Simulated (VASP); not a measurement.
Data:

```yaml
crystal:
  lattice:
    - [2.19776, 1.26888, 7.16391]
    - [-2.19776, 1.26888, 7.16391]
    - [0.00000, -2.53775, 7.16391]
  atoms:
    - { symbol: Cd, position: [0.00506, 0.00506, 0.00506] }
    - { symbol: Cd, position: [0.49498, 0.49498, 0.49498] }
    - { symbol: Te, position: [0.62396, 0.62396, 0.62396] }
    - { symbol: Se, position: [0.12600, 0.12600, 0.12600] }
```

Computed with LDA (Ceperley-Alder, Perdew-Zunger), VASP's LDA PAW potentials (set 64) (plane waves; VASP 6.6.1). Settings: 400 eV cut-off, 7×7×7 Γ-centred mesh, tetrahedra with Blöchl corrections, potentials Cd Te Se.

Unless said otherwise, spin-orbit coupling is left out, though it shifts the bands of the heavy elements here.

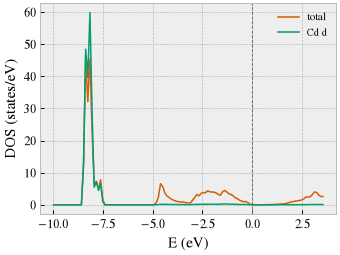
Figure. Total and projected density of states, zero at the valence-band maximum

Within 2 eV below the valence-band maximum the largest weight inside VASP's projection spheres is Te p, then Se p.

The gap is direct, 0.11 eV, from the valence maximum at Γ to the conduction minimum at Γ.

The structure comes from a computed database's Cd2TeSe entry (R3m); how it stands against other phases isn't given here. It was relaxed first, which changed the volume by -7 %.
